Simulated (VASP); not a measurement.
Band structure of LiCl (space group Fm-3m). Calculation: PBE GGA, VASP's PBE PAW potentials (set 64) (plane waves; VASP).

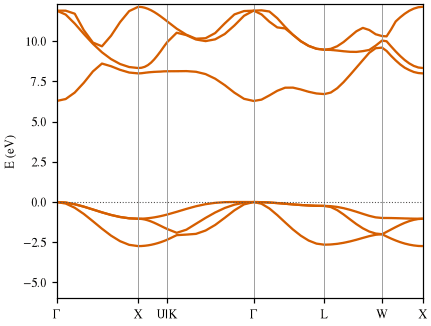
Figure: Bands along high-symmetry lines, zero at the valence-band maximum or, without a gap, the Fermi level

Read the plot: is there a gap, and where are the band edges?

The gap is indirect, 6.28 eV, from the valence maximum at K-Γ at 0.78 to the conduction minimum at Γ.

The structure is a typed LiCl crystal (Fm-3m). The cell was not relaxed at this level.
